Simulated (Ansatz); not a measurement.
## La2O3: pressure series

Consider La2O3 (space group P-3m1, No. 164; a = 3.935 Å, c = 6.126 Å).

Cell and atoms are relaxed at each pressure.

Level of theory: Ansatz (a program for electronic structure) r2SCAN, spin-orbit coupling left out.

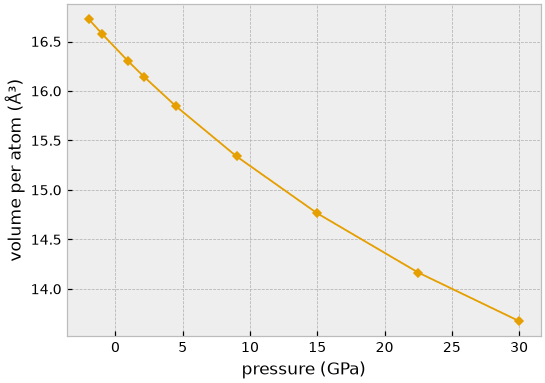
Volume against pressure

Problem. Estimate the zero-pressure bulk modulus from the plot.

Solution. About 110 GPa; a third-order Birch–Murnaghan fit to the points gives V₀ = 16.43 Å³/atom, B₀ = 110 GPa and B₀′ = 3.9.

Load acts through the strain it causes; cell and atoms are relaxed under it. Stability against distortions was not tested. No other phases were tried under pressure.
